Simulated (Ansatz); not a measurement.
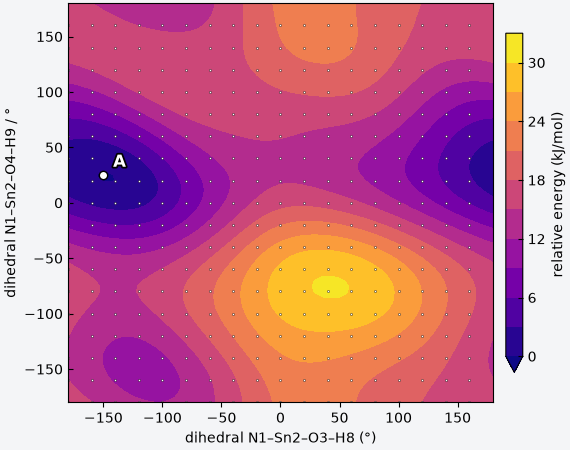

H₅NO₂Sn, SMILES [NH2][SnH]([OH])[OH]. 
- First axis: dihedral N1–Sn2–O3–H8. Second axis: dihedral N1–Sn2–O4–H9.
- Nothing is relaxed (all other coordinates rigid).
- Grid: 18 × 18 points.
- All energies are given in kJ/mol relative to the lowest grid point.
- Method: RKS SPW92 (LDA)/def2-SVP in Ansatz.

In the figure: filled contours, dots at the grid points, the point A. Between grid points the surface is interpolated.

Q: Find the lowest pass out of the well at A.

A: The easiest path leads from the well at about dihedral N1–Sn2–O3–H8 = −150°, dihedral N1–Sn2–O4–H9 = 25° to the well at about dihedral N1–Sn2–O3–H8 = −120°, dihedral N1–Sn2–O4–H9 = −150°, about 11 kJ/mol higher. Its highest point lies about 15 kJ/mol above the bottom of the first well on the interpolated surface, at dihedral N1–Sn2–O3–H8 = −140°, dihedral N1–Sn2–O4–H9 = −80°. Seen from the upper well the barrier is about 4.2 kJ/mol. The start is the relaxed structure and all else is held, so a fully relaxed path at this level can only be lower.

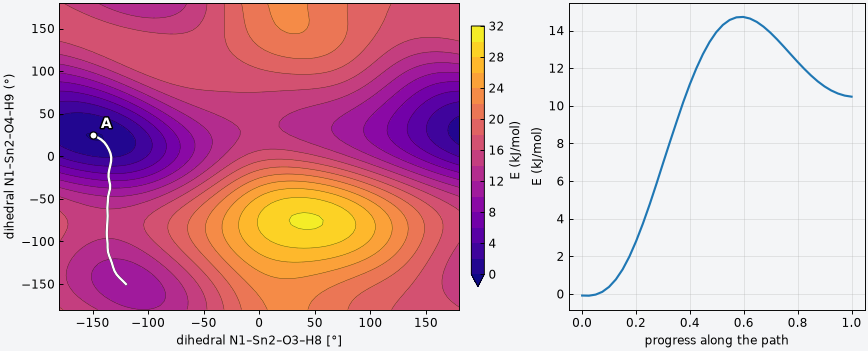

The picture shows filled contours, a line along the lowest path, the energy along the path at the right. Between grid points the surface is interpolated.
